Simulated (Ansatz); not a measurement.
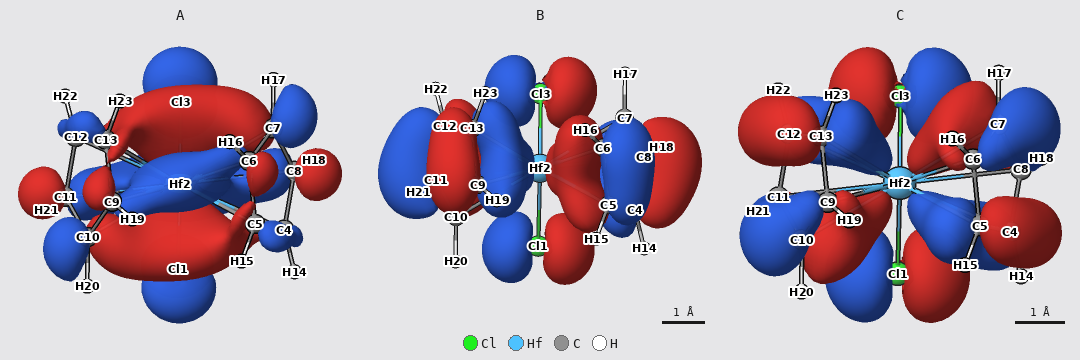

C₁₀H₁₀Cl₂Hf. Three frontier orbitals at ±0.08 Å⁻³ᐟ² (red and blue are the two phases), in no order.

Geometry: PBE0-D4/def2-TZVP; core potentials replace the inner electrons of Hf.

Computed with RKS PBE0-D4/def2-TZVPP in Ansatz.

```xyz
23

Cl    0.7019   -0.4021   -2.7910
Hf    0.3079   -0.4621   -0.4139
Cl    1.2982   -2.5977    0.1035
C    -2.0543   -0.6468   -1.3150
C    -2.0257    0.4279   -0.4012
C    -1.8031   -0.1094    0.8914
C    -1.6631   -1.5020    0.7637
C    -1.8115   -1.8338   -0.6038
C     0.6806    1.7910    0.6202
C     1.4870    1.7622   -0.5305
C     2.5026    0.7973   -0.3298
C     2.3270    0.2414    0.9484
C     1.1868    0.8323    1.5331
H    -2.1809   -0.5637   -2.3825
H    -2.1791    1.4691   -0.6428
H    -1.7509    0.4518    1.8117
H    -1.4482   -2.1972    1.5609
H    -1.7164   -2.8219   -1.0269
H    -0.1738    2.4307    0.7805
H     1.3426    2.3483   -1.4254
H     3.2554    0.5144   -1.0496
H     2.9241   -0.5436    1.3842
H     0.7930    0.6140    2.5147
```

Q: Which picture is the HOMO−1, the HOMO and the LUMO?

A: C is the HOMO−1 (−7.28 eV). By Hirshfeld shares it lies mainly on Cl1 (about 20 %), Cl3 (about 20 %), C10 (about 10 %), C7 (about 10 %), Hf2 (about 10 %), C12 (about 5 %) and C4 (about 5 %). B is the HOMO (−6.95 eV). It lies mainly on C11 (about 10 %), C8 (about 10 %), Cl1 (about 10 %), Cl3 (about 10 %), C9 (about 10 %) and C6 (about 10 %). A is the LUMO (−1.45 eV). By Hirshfeld shares it lies mainly on Hf2 (about 45 %), Cl1 (about 10 %) and Cl3 (about 10 %).

Q: What is the HOMO–LUMO gap?

A: 5.50 eV between the orbital energies.
